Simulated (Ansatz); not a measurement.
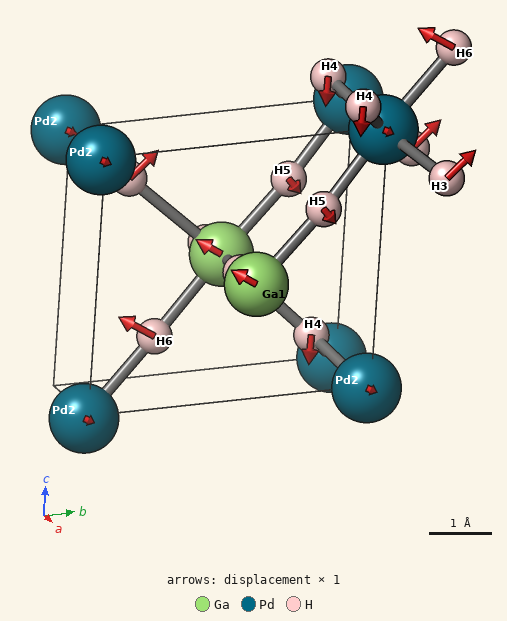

A relaxation of solid GaH$_{5}$Pd (built on the AlCrF5-71 type type). The starting structure is drawn; red arrows show the displacements (the part carried along by the change of the cell is left out), at their true length.

A ball-and-stick model of the cell of the calculation, reduced to other axes, seen slightly off an axis. Lengths and directions refer to the drawn axes.

Case: shaken.

The calculation used DFT, PBEsol, plane waves, PAW (Ansatz).

Input
```yaml
crystal:
  lattice:
    - [-1.5434845714, 2.9311711744, 3.3603065037]
    - [1.6055706545, -2.9748144411, 3.4276044211]
    - [1.5525046322, 2.9796270488, -3.3985654582]
  atoms:
    - { symbol: Ga, position: [0.496375028, 0.4902555552, -0.0022037544] }
    - { symbol: Pd, position: [0.0128406378, -0.01868496, -0.0285105488] }
    - { symbol: H, position: [0.842508107, 0.4896547936, 0.3306961168] }
    - { symbol: H, position: [0.1586350559, 0.5031459707, 0.6598437973] }
    - { symbol: H, position: [0.2432276504, 0.254475206, -0.0041599503] }
    - { symbol: H, position: [0.7487768638, 0.7390093464, -0.0126857487] }
    - { symbol: H, position: [0.4880103351, -0.0230097211, 0.469523542] }
kpoints:
  mp_grid: { grid: [6, 6, 6] }
hamiltonian:
  xc: pbesol
scf:
  occupations: { method: fermi_dirac, width: 0.05 }
relax:
  f_tol: 0.01
  cell: {}
  max_steps: 120
```

Command:
```bash
ansatz run input.yaml --threads 4 --pin off --max-ram 4608MiB --backend cpu --events-out ev --progress --plain --runs-dir out
```

**What did the optimiser do to the structure, and how much energy did it gain?**

The largest move relative to the cell is that of H6, 0.71 Å along [0 −3 2]. By element the largest moves are H 0.71 Å, Ga 0.51 Å, Pd 0.20 Å. The volume changes by −5.3 %, with a 3.158 → 2.941 Å (−6.9 %), b 4.719 → 4.606 Å (−2.4 %), c 4.779 → 4.899 Å (+2.5 %), α 77.0° → 84.2°, β 71.4° → 72.5°. Near-neighbour distances that change, for instance: Ga1–H4 2.036 → 3.035 Å, Ga1–H3 2.009 → 1.785 Å, Pd2–H4 1.921 → 1.750 Å, Ga1–H7 1.529 → 1.700 Å. Among the angles between lasting bonds that change: Ga1–H7–Ga1 174.7° → 119.8°, H7–Ga1–H7 174.7° → 119.8°, Ga1–H6–Pd2 178.3° → 144.3°. The space group (tolerance 0.01 Å) goes from P1 (No. 1) to Cm (No. 8). The energy falls by 80.9 meV per atom in 19 accepted moves (24 points after the start). Largest force component: 1.2 eV/Å at the start, 0.0041 eV/Å at the end. Pressure: 0.44 GPa at the start and 0.02 GPa at the end. The line search rejected the trial steps at points 7, 10, 16 of the run. The SCF was repeated twice at an unchanged geometry on a basis and grid sized afresh for the cell, which shifted the energy by less than 0.05 meV per atom at most. The run took 2.4 min on 4 threads of Arm Neoverse V1, with other jobs on the host, peak memory 0.53 GiB.
